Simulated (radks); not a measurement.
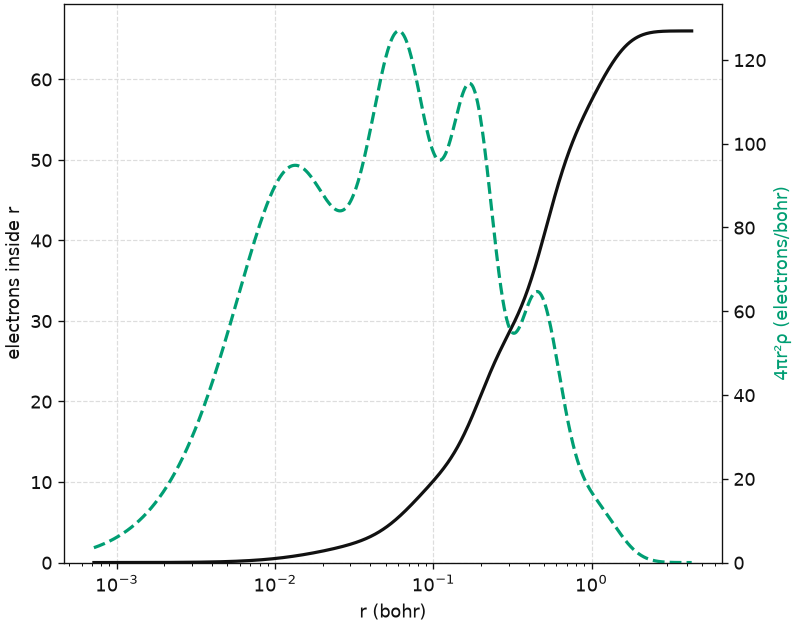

Yb⁴⁺ (Z = 70, 66 electrons) in the configuration [Kr] 4d9 4f13 5s2 5p6 (high spin). Level of theory: scalar-relativistic Kohn-Sham, PBE, spin-polarised, spherical densities, finite nucleus. Computed with the in-house radial solver radks.

The plot shows the number of electrons inside radius r (solid) and the radial density 4πr²ρ (dashed).

**Describe it and give its main numbers.**

The count levels off at 66 electrons. Half of them lie within 0.381 bohr, 90 % within 1.13 bohr and 99 % within 2.00 bohr. The radial density has minima at 0.0257, 0.110 and 0.324 bohr, where the count stands at 1.9, 11.1 and 29.8; these part the shells that the density resolves.
